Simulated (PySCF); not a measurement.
SMILES s1cccc1[SiH2]CCC at its GFN2-xTB optimised geometry (Å):

```
21

C     -2.1751    -3.4966    -0.6656
C     -1.2081    -3.1752     0.4646
C     -0.3409    -1.9551     0.1683
Si    -1.3214    -0.3369    -0.0130
C     -0.0997     1.0842     0.0000
C      1.2642     1.0842     0.0000
C      1.8373     2.3736     0.0000
C      0.8984     3.3538    -0.0006
S     -0.6962     2.7133    -0.0027
H     -2.7167    -4.4163    -0.4544
H     -1.6359    -3.6236    -1.6019
H     -2.8968    -2.6938    -0.7916
H     -0.5628    -4.0424     0.6344
H     -1.7725    -3.0033     1.3836
H      0.3858    -1.8462     0.9763
H      0.2334    -2.1449    -0.7406
H     -2.2524    -0.1723     1.1121
H     -2.0702    -0.2739    -1.2764
H      1.8458     0.1791    -0.0010
H      2.8968     2.5603     0.0010
H      1.0404     4.4163     0.0008
```

Method: B3LYP/def2-SVP run with PySCF. Cells within 0.4 Å of a nucleus heavier than hydrogen are left out (blank, or x).

Map of the log10 of the electron density (e/bohr³), floored at −4 on the plane z = 0.0 Å:

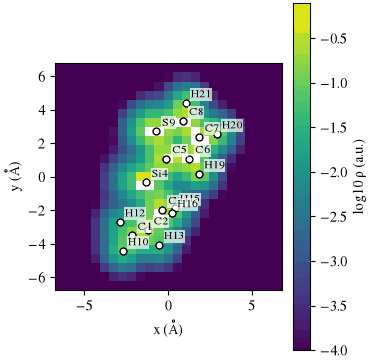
Figure. Log10 of the electron density (e/bohr³), floored at −4 on the plane z = 0.0 Å.
